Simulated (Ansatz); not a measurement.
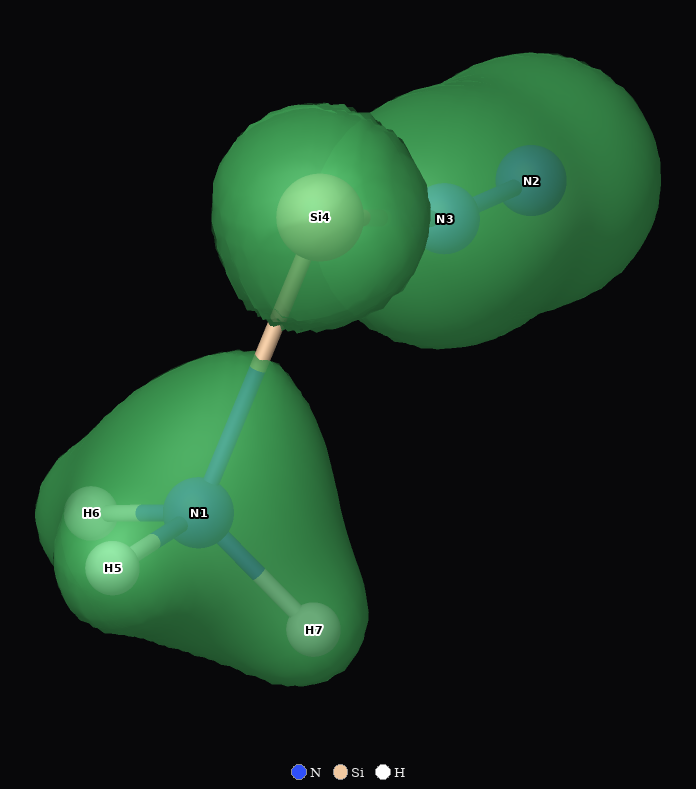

*H3N3Si (SMILES [N-]=[N+]=[Si][NH3+]) (charge +1, doublet). Isosurface of the total electron density at 0.6 e/Å³ (green), seen at an oblique angle.*

Geometry: PBE0-D3(BJ)/def2-SVP.

Method: Ansatz 0.2.0, isolated molecule in a Gaussian basis; Kohn-Sham density functional theory, functional PBE0.

Input file:

```
crystal:
  periodic: [false, false, false]
  atoms:
    - {symbol: "N", position_ang: [-2.810637, 1.342910, -1.088907]}
    - {symbol: N, position_ang: [0.415571, 0.731128, 0.550467]}
    - {symbol: "N", position_ang: [-0.502387, 1.312093, 0.308459]}
    - {symbol: Si, position_ang: [-1.905228, 2.629661, 0.175929]}
    - {symbol: H, position_ang: [-3.695358, 1.768173, -1.394393]}
    - {symbol: H, position_ang: [-2.282977, 1.143342, -1.948174]}
    - {symbol: H, position_ang: [-3.062732, 0.437582, -0.672469]}
basis:
  gaussian:
    orbitals: def2-TZVPD
total_charge: 1
magnetization:
  spin_polarized: true
  initial_magnetization: 1
hamiltonian:
  xc: pbe0
output: {forces: true, orbitals: {seedname: orbitals}}
```

Command:

```sh
ansatz run input.yaml --threads 1 --pin off --max-ram 2610MiB --events-out events.jsonl --progress --plain --runs-dir runs
```

### Which contacts does the surface bridge?

At this value the surface falls into three separate pieces. It bridges the sampled N–N (1.11 Å) and N–H (1.03 Å) contacts, where the density stays above the isovalue. It is pinched off along the sampled Si–N (1.93 Å) and Si–N (2.02 Å) contacts. On the grid the lowest density along these lines, outside the cores, is 4.5 e/Å³ (N–N, 1.11 Å), 0.5 e/Å³ (Si–N, 1.93 Å), 2.2 e/Å³ (N–H, 1.03 Å) and 0.52 e/Å³ (Si–N, 2.02 Å).
